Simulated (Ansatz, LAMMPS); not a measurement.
# Relaxing 47In2O3-53ZnO (mol %) with crystalline order left by the classical run (65 atoms)

How does 47In2O3-53ZnO (mol %) with crystalline order left by the classical run (65 atoms) relax, and what do bonds, charges and levels look like afterwards?

Main program and level: Ansatz 0.2.0; Kohn-Sham DFT, PBE, PAW (set soft_2), plane waves.

### 1. Set-up

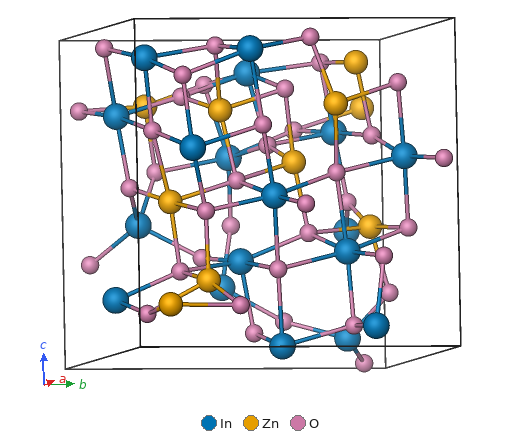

The starting structure, seen slightly off an axis (indium blue, zinc orange, oxygen pink). Some periodic images of atoms are drawn too.

The cell holds 65 atoms: 18 In, 10 Zn and 37 O. Cell: a = 9.530 Å, b = 9.530 Å, c = 9.530 Å, α = 90.0°, β = 90.0°, γ = 90.0°. 65 atoms (18 Sc, 10 Zn, 37 O) placed at random at 4.13 g/cm³, melted at 5000 K for 10 ps at fixed volume with the Morse and Coulomb pair potential with partial charges (Pedone, Malavasi, Menziani, Cormack and Segre, J. Phys. Chem. B 110, 11780 (2006)). Quenched from 5000 K to 300 K at 30 K/ps and fixed volume, held 10 ps at zero pressure, then minimised at fixed cell. Then Sc was replaced by In and the cell scaled by 1.027 (the potential has no terms for the new elements, so the cell is a start for a DFT relaxation).

What the set-up can't give: The quench rate of 30 K/ps is orders of magnitude faster than experiment, which tends to freeze in extra defects. The starting topology of bonds comes from the classical model.

### 2. Making the structure

A classical potential supplies the starting structure, since it reaches far longer times than DFT.

This step: classical MD, Morse and Coulomb pair potential with partial charges (Pedone, Malavasi, Menziani, Cormack and Segre, J. Phys. Chem. B 110, 11780 (2006)) (LAMMPS 22 Jul 2025 - Update 4).

in.lmp reads:

```
# melt-quench of Sc18Zn10O37
units metal
atom_style charge
boundary p p p
region box block 0 9.3798 0 9.3798 0 9.3798
create_box 3 box
mass 1 44.9559   # Sc
mass 2 65.3800   # Zn
mass 3 15.9990   # O
create_atoms 1 random 18 57950 NULL overlap 1.5 maxtry 2000
create_atoms 2 random 10 57957 NULL overlap 1.5 maxtry 2000
create_atoms 3 random 37 57964 NULL overlap 1.5 maxtry 2000
pair_style hybrid/overlay pedone 5.5 coul/long 8.0
pair_coeff * * coul/long
pair_coeff 1 3 pedone 0.000333 3.144445 3.200000 2.6   # Sc-O
pair_coeff 2 3 pedone 0.001221 3.150679 2.851850 1   # Zn-O
pair_coeff 3 3 pedone 0.042395 1.379316 3.618701 22   # O-O
set type 1 charge 1.8
set type 2 charge 1.2
set type 3 charge -1.2
kspace_style pppm 1.0e-4
neigh_modify delay 0 every 1 check yes
thermo_style custom step time temp pe press density
thermo_modify norm yes
timestep 0.002
thermo 100
min_style cg
minimize 1e-4 1e-4 200 2000
reset_timestep 0
velocity all create 5000 57951 mom yes dist gaussian
fix lim all nve/limit 0.05
fix lan all langevin 5000 5000 0.2 57952 zero yes
thermo 500
run 1000 post no
# [... 10 lines left out ...]
thermo 1666
fix md all npt temp 300 300 0.2 iso 0 0 2
run 5000 post no
unfix md
thermo 100
min_style cg
minimize 0 1e-3 2000 20000
write_dump all custom glass.dump id type xs ys zs modify sort id
```

Command:

```sh
$ lmp -in in.lmp -log none -nocite
```

Numbers of over 12 decimals in the logs are rounded to 6 here.

Output:

```text
LAMMPS (22 Jul 2025 - Update 4)
Created orthogonal box = (0 0 0) to (9.3798 9.3798 9.3798)
Created 18 atoms
Created 10 atoms
Created 37 atoms
PPPM initialization ...
  G vector (1/distance) = 0.37947438
  grid = 10 10 10
  estimated relative force accuracy = 5.4087089e-05
   Step          Time           Temp          PotEng         Press         Density
         0   0              0             -0.044496654    1081305.7      4.1349822
        77   0.154          0             -10.212038      7750.7412      4.1349822
Loop time of 0.0326581 s on 1 MPI rank(s) for 77 steps with 65 atoms
Minimization stats:
  Stopping criterion = energy tolerance
  Energy initial, next-to-last, final =
    -0.0444966536044065  -10.2112724798163  -10.2120380724442
  Force two-norm initial, final = 210.27689 1.708546
  Iterations, force evaluations = 77 102
   Step          Time           Temp          PotEng         Press         Density
[... 12 lines left out ...]
[... 1 line left out ...]
Loop time of 1.33682 s on 1 MPI rank(s) for 5000 steps with 65 atoms
   Step          Time           Temp          PotEng         Press         Density
[... 12 lines left out ...]
Loop time of 20.0154 s on 1 MPI rank(s) for 78333 steps with 65 atoms
   Step          Time           Temp          PotEng         Press         Density
[... 3 lines left out ...]
     88298   176.596        321.98089     -10.333121     -13892.039      4.2451895
     89333   178.666        274.49265     -10.318707      6569.3715      4.2707629
Loop time of 1.54755 s on 1 MPI rank(s) for 5000 steps with 65 atoms
   Step          Time           Temp          PotEng         Press         Density
     89333   178.666        274.49265     -10.318698      6576.3031      4.2707629
     89347   178.694        274.49265     -10.363354     -5859.6024      4.2707629
Loop time of 0.0182247 s on 1 MPI rank(s) for 14 steps with 65 atoms
Minimization stats:
  Stopping criterion = linesearch alpha is zero
  Energy initial, next-to-last, final =
     -10.3186984986698  -10.3633537960281  -10.3633537960281
  Force two-norm initial, final = 9.4139745 0.20000148
  Iterations, force evaluations = 14 61
```

Run time: 24 s. Hardware: 1 thread of Arm Neoverse V2, shared host; peak memory 0.072 GiB.

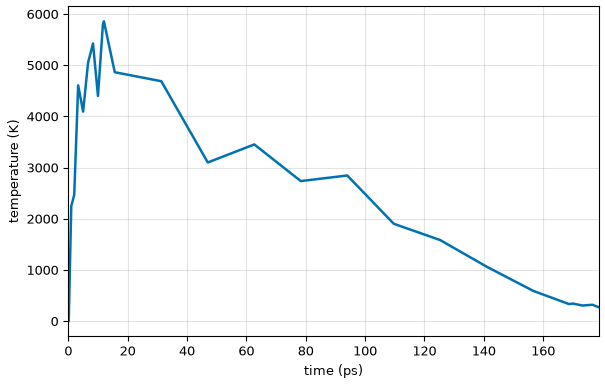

Temperature against time.

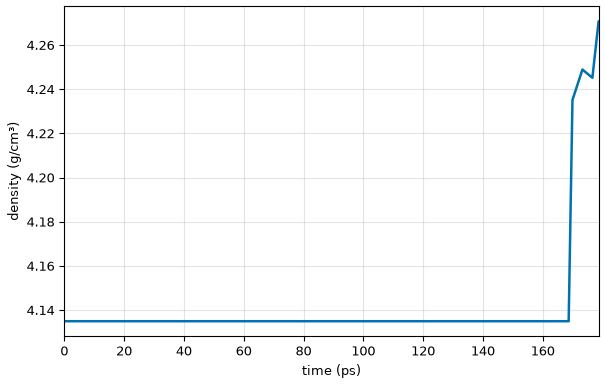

Density against time.

### 3. Single point at the start

The forces at the start show how far the geometry lies from a minimum of this functional.

input.yaml reads:

```yaml
crystal:
  lattice:
    - [9.52987, 0.0, 0.0]
    - [0.0, 9.52987, 0.0]
    - [0.0, 0.0, 9.52987]
  atoms:
    - { symbol: In, position: [0.25902, 0.79016, 0.70138] }
    - { symbol: In, position: [0.43525, 0.07116, 0.73984] }
    - { symbol: In, position: [0.02071, 0.88105, 0.41647] }
    - { symbol: In, position: [0.69807, 0.90584, 0.59994] }
    - { symbol: In, position: [0.89906, 0.76146, 0.06967] }
    - { symbol: In, position: [0.46603, 0.44331, 0.29485] }
    - { symbol: In, position: [0.73354, 0.09162, 0.89858] }
    - { symbol: In, position: [0.55911, 0.02964, 0.17171] }
    - { symbol: In, position: [0.78563, 0.4774, 0.47441] }
    - { symbol: In, position: [0.09424, 0.49933, 0.63604] }
    - { symbol: In, position: [0.66901, 0.72936, 0.31152] }
    - { symbol: In, position: [0.34338, 0.50274, 0.87689] }
    - { symbol: In, position: [0.64699, 0.52673, 0.02486] }
    - { symbol: In, position: [0.2249, 0.18333, 0.42175] }
    - { symbol: In, position: [0.89945, 0.19852, 0.61354] }
    - { symbol: In, position: [0.22772, 0.82914, 0.07586] }
    - { symbol: In, position: [0.08582, 0.47371, 0.24099] }
    - { symbol: In, position: [0.92399, 0.37714, 0.91287] }
    - { symbol: Zn, position: [0.98463, 0.10083, 0.13081] }
    - { symbol: Zn, position: [0.50357, 0.60619, 0.59486] }
    - { symbol: Zn, position: [0.18707, 0.22022, 0.78639] }
    - { symbol: Zn, position: [0.83365, 0.66302, 0.75106] }
    - { symbol: Zn, position: [0.5909, 0.3587, 0.74794] }
    - { symbol: Zn, position: [0.00497, 0.93973, 0.7925] }
    - { symbol: Zn, position: [0.40266, 0.86438, 0.40432] }
    - { symbol: Zn, position: [0.5433, 0.79655, 0.89565] }
    - { symbol: Zn, position: [0.76536, 0.2721, 0.21834] }
    - { symbol: Zn, position: [0.59107, 0.1981, 0.46878] }
    - { symbol: O, position: [0.91112, 0.97929, 0.5786] }
    - { symbol: O, position: [0.87526, 0.79468, 0.28406] }
    - { symbol: O, position: [0.96486, 0.3235, 0.12901] }
    - { symbol: O, position: [0.10101, 0.66166, 0.13586] }
    - { symbol: O, position: [0.2599, 0.37116, 0.31976] }
    - { symbol: O, position: [0.80481, 0.25816, 0.42694] }
    - { symbol: O, position: [0.13304, 0.41839, 0.85524] }
    - { symbol: O, position: [0.52848, 0.01544, 0.94126] }
    - { symbol: O, position: [0.70439, 0.32022, 0.93706] }
    - { symbol: O, position: [0.3964, 0.28376, 0.80204] }
    - { symbol: O, position: [0.61454, 0.93399, 0.38695] }
    - { symbol: O, position: [0.30267, 0.57225, 0.66014] }
    - { symbol: O, position: [0.7292, 0.68574, 0.54809] }
    - { symbol: O, position: [0.66438, 0.12873, 0.6815] }
    - { symbol: O, position: [0.77527, 0.87152, 0.81882] }
    - { symbol: O, position: [0.47296, 0.65551, 0.38064] }
    - { symbol: O, position: [0.86945, 0.42585, 0.68498] }
    - { symbol: O, position: [0.22065, 0.00589, 0.76986] }
    - { symbol: O, position: [0.85142, 0.58293, 0.95288] }
    - { symbol: O, position: [0.43799, 0.48813, 0.07829] }
    - { symbol: O, position: [0.04119, 0.71715, 0.72198] }
    - { symbol: O, position: [0.64966, 0.75042, 0.08699] }
    - { symbol: O, position: [0.40194, 0.11664, 0.52379] }
    - { symbol: O, position: [0.36742, 0.92926, 0.20507] }
    - { symbol: O, position: [0.70295, 0.5045, 0.25566] }
    - { symbol: O, position: [0.56883, 0.5679, 0.81412] }
    - { symbol: O, position: [0.21676, 0.83922, 0.49167] }
    - { symbol: O, position: [0.08154, 0.06423, 0.3111] }
    - { symbol: O, position: [0.48845, 0.85471, 0.67645] }
    - { symbol: O, position: [0.99873, 0.52533, 0.43504] }
    - { symbol: O, position: [0.77243, 0.07711, 0.11604] }
    - { symbol: O, position: [0.55136, 0.23444, 0.25986] }
    - { symbol: O, position: [0.03667, 0.92463, 0.01273] }
    - { symbol: O, position: [0.11044, 0.26692, 0.59087] }
    - { symbol: O, position: [0.57662, 0.40945, 0.53471] }
    - { symbol: O, position: [0.93934, 0.16166, 0.83247] }
    - { symbol: O, position: [0.32984, 0.73575, 0.90901] }
kpoints:
  mp_grid: { grid: [2, 2, 2] }
hamiltonian:
  xc: pbe
scf:
  occupations: { method: gaussian, width: 0.025 }
output:
  forces: true
```

Command:

```sh
$ ansatz run input.yaml --threads 4 --pin off --max-ram 8192MiB --backend cpu --events-out ev --progress --plain --runs-dir out
```

Output:

```text
Engine: ansatz 0.2.0, aarch64-unknown-linux-gnu
Pseudopotentials: kind: paw
Pseudopotential: In, paw, valence charge 13, recommended cutoff 420 eV (normal), In.paw.azcp
Pseudopotential: Zn, paw, valence charge 12, recommended cutoff 420 eV (normal), Zn.paw.azcp
Pseudopotential: O, paw, valence charge 6, recommended cutoff 420 eV (normal), O.paw.azcp
[... 5 lines on functional and potentials left out ...]
Crystal: 65 atoms, lattice volume = 865.488 Å³
Basis set: ecut = 420 eV, 16879 PW (Γ), exchange–correlation on 128×128×128 points (8 copies of the dense FFT grid, shifted against one another)
Bands: 353, of which v1, the nominal top of the filled ones, is band 288 counted from 1 (287 counted from 0)
Symmetry: 1 space group operations
Space group: P1 (ITA 1), of the structure as read, at distance tolerance 9.5e-5 Å
k-points: 8
[... 7 lines on functional and potentials left out ...]
Initial density: superposition of atomic densities (neutral atoms: chi_scale 0, normalization atom), corrected by the library's trained network
Initial wavefunctions: pseudopotential atomic-orbital guess
Functional: x = pbe(κ = 0.804, μ = 0.219515), c = pbe(β = 0.066725)
SCF iter   1: F=—  HF=-154942.707411 eV  |F-HF|=—  |Δ(HF+E_count)|=         —  Δρ=2.17e-3  dr2=5.53e-2  ethr=1.77e-3  ⟨swp⟩=6.0  Hψ=11673  notcnv=0  defer=48
preconditioner: auto → Resta (q_TF=auto, 2.549 Å⁻¹)  ε∞=5.2  [insulator: Δε(μ)=0.615 eV  Ē_g=14.772 eV  σ=0.025 eV  W_gap=1.00  n_scr=250 (ndim 8)  ℏωp=30.3 eV  f_vac=0.075  D(μ)=0.00/eV (n_scr^D=0)  ε∞_Penn≈5.2]
SCF iter   2: F=—  HF=-154942.708360 eV  |F-HF|=—  |Δ(HF+E_count)|=   9.50e-4  Δρ=1.18e-3  dr2=9.87e-3  ethr=9.61e-6  ⟨swp⟩=2.0  Hψ=5597  notcnv=0  defer=475
SCF iter   3: F=—  HF=-154942.708496 eV  |F-HF|=—  |Δ(HF+E_count)|=   1.36e-4  Δρ=4.97e-4  dr2=3.79e-3  ethr=1.71e-6  ⟨swp⟩=2.0  Hψ=4652  notcnv=0  defer=315
automatic band count: iteration 3 solves 333 bands in place of 353: the levels show a gap, and the empty bands left out lie too high to hold charge; the band table lists the bands solved (type scf.n_extra_bands for more)
SCF iter   4: F=—  HF=-154942.708548 eV  |F-HF|=—  |Δ(HF+E_count)|=   5.20e-5  Δρ=1.61e-4  dr2=2.41e-4  ethr=6.57e-7  ⟨swp⟩=2.0  Hψ=3631  notcnv=0  defer=315
SCF iter   5: F=—  HF=-154942.708572 eV  |F-HF|=—  |Δ(HF+E_count)|=   2.38e-5  Δρ=9.21e-5  dr2=7.25e-5  ethr=4.18e-8  ⟨swp⟩=2.0  Hψ=4543  notcnv=0  defer=315
SCF iter   6: F=—  HF=-154942.709805 eV  |F-HF|=—  |Δ(HF+E_count)|=   1.23e-3  Δρ=3.39e-5  dr2=1.04e-5  ethr=1.26e-8  ⟨swp⟩=2.0  Hψ=4653  notcnv=0  defer=315
SCF iter   7: F=—  HF=-154942.709809 eV  |F-HF|=—  |Δ(HF+E_count)|=   3.98e-6  Δρ=1.54e-5  dr2=2.43e-6  ethr=1.81e-9  ⟨swp⟩=2.0  Hψ=4584  notcnv=0  defer=315
SCF iter   8: F=—  HF=-154942.709810 eV  |F-HF|=—  |Δ(HF+E_count)|=   1.28e-6  Δρ=7.04e-6  dr2=5.36e-7  ethr=4.21e-10  ⟨swp⟩=2.0  Hψ=4619  notcnv=0  defer=315
SCF iter   9: F=—  HF=-154942.709811 eV  |F-HF|=—  |Δ(HF+E_count)|=   3.81e-7  Δρ=4.56e-6  dr2=1.84e-7  ethr=9.31e-11  ⟨swp⟩=2.0  Hψ=4618  notcnv=0  defer=315
SCF iter  10: F=-154942.709811 eV  HF=-154942.709811 eV  |F-HF|=2.12e-8  |Δ(HF+E_count)|=   3.11e-8  Δρ=1.62e-6  dr2=3.10e-8  ethr=1.74e-11  ⟨swp⟩=4.0  Hψ=8472  notcnv=0
SCF 1 converged in 10 iterations: F = -154942.709811 eV  dr2 = 3.10e-8
  greatest PAW one-centre occupation: 0.992 electrons in one spin orbital (limit 2), on the Zn atom at site 27 (counted from 0), in its partial waves of l = 2
SCF converged after 10 iterations
Free energy (F): -154942.709811 eV
Harris-Foulkes:  -154942.709811 eV  (|F-HF|=2.12e-8)
Internal energy: -154942.709811 eV  (E = F + TS)
E sigma→0 (E₀):  -154942.709811 eV
Fermi energy:    7.979996 eV
--- Per-component energies (eV) ---
  E_band       = -63.824670
  E_kinetic    = 12179.914855
  E_local      = -53304.341631  (includes V_loc(G=0)·N_el)
  E_nonlocal   = 14666.641444
  E_hartree    = 21565.615472
  E_xc         = -7929.739781
  E_vxc        = -5736.961519  (∫ρ·V_xc dr)
  E_paw        = -99074.484658  (= ΣΔE_a)
  E_vpaw       = -11000.409701  (= ΣTr[D̂ρ^β])
  E_aug_tail   = 0.085856  (compensation charges beyond the density's cutoff)
  E_ewald      = -43046.401368
  E_smearing   = -0.000000  (= −TS)
  E_closure    = 0.000000  (closes the sum)
  Σ components = -154942.709811   (vs F -154942.709811, Δ=0.00e0)
--- Forces (eV/Å), atoms counted from 1 ---
  atom   1  In    -0.46765017     0.13550540    -0.21051922
  atom   2  In    -0.06401417     0.16246037     0.06240702
  atom   3  In     0.15632786    -0.46842223     0.03574860
  atom   4  In     0.07177981     0.02628066     0.09967504
  atom   5  In    -0.43276315    -0.12816426     0.08306798
  atom   6  In     0.00334400     0.26016818    -0.15392880
  atom   7  In    -0.11097364    -0.10003576     0.00150274
  atom   8  In    -0.46040316    -0.17744125    -0.19730002
  atom   9  In     0.23247048    -0.08443154    -0.04151181
  atom  10  In    -0.23961493     0.17470411    -0.49412375
  atom  11  In    -0.00429791    -0.09333036    -0.17060263
  atom  12  In     0.07849236    -0.17419569     0.59774405
  atom  13  In    -0.32342862    -0.13463898     0.29640579
  atom  14  In     0.20767690    -0.33915261     0.13575114
[...]
atom  64  O      0.62257063    -0.58398347     0.15679791
  atom  65  O      0.42457070     0.04650091     0.12456035
  max |Σ_I F_I| component: 5.74e-5 eV/Å
```

Wall time 55 s (4 threads of Arm Neoverse V2, shared host); peak memory 6.2 GiB; 3.7 min of CPU time.

The column dr2 measures how far the density is from self-consistency, as an energy; F and HF (Harris–Foulkes) agree once it is small.

Read from the output:

* free energy: -154942.7098 eV
* free energy per atom: -2383.7340 eV/atom
* SCF cycles: 10
* r.m.s. force component: 0.2976 eV/Å
* longest force: 1.056 eV/Å
* Fermi energy: 7.98 eV

The r.m.s. force component of 0.30 eV/Å sets the starting point.

Neighbours are counted within 2.73 Å (O-In), 2.50 Å (O-Zn).

Length of the force by element and coordination:

```csv
element,coordination,atoms,mean length of the force (eV/Å),spread,least,most
In,all,18,0.390,0.180,0.0974,0.703
In,4,4,0.505,0.119,0.402,0.703
In,5,2,0.495,0.0362,0.459,0.531
In,6,12,0.334,0.185,0.0974,0.627
O,all,37,0.546,0.209,0.123,1.06
O,3,9,0.415,0.246,0.123,0.785
O,4,19,0.593,0.188,0.271,1.06
O,5,8,0.583,0.157,0.390,0.868
O,6,1,0.540,0,0.540,0.540
Zn,all,10,0.329,0.141,0.118,0.586
Zn,4,2,0.583,0.0022,0.581,0.586
Zn,5,5,0.229,0.059,0.118,0.294
Zn,6,3,0.326,0.0286,0.295,0.364
```

[end of part 1 of 3]

[Logs are printed without paths, hosts, clocks, repeated set-up lines and the standing remarks that a program may print on its own settings, such as how far it seeks lower states.]

[Hosts, paths, dates, database ids (printed as entryN), source tags and the programs' standing remarks are cut or masked in the printed files.]
